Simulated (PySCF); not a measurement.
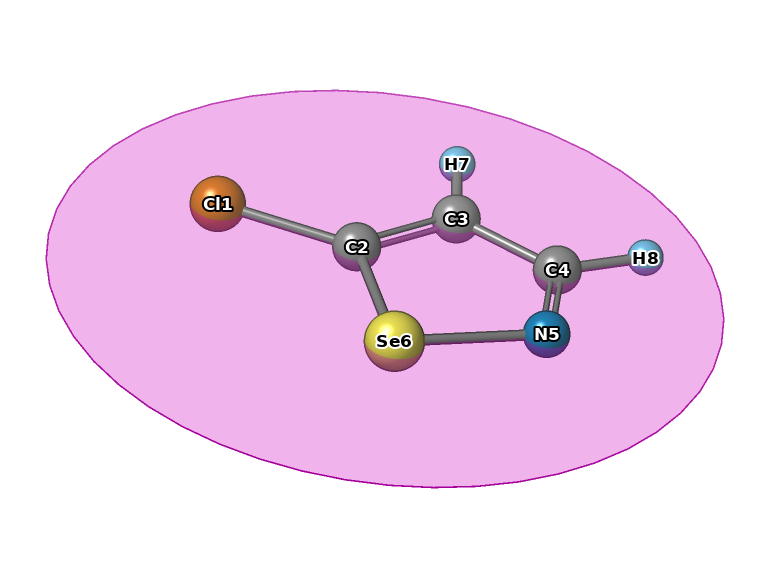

A disc through the centre of mass is drawn in. Distant atoms are faded towards the background colour. Computed geometry: PBE0-D3(BJ)/def2-SVP optimisation. No frequency run is at hand to confirm it as a minimum.

Is the plane of the disc a mirror plane of the structure?

Yes. The reflection leaves Cl1, C2, C3, C4, N5, Se6, H7, H8 in place. The point group is Cs.
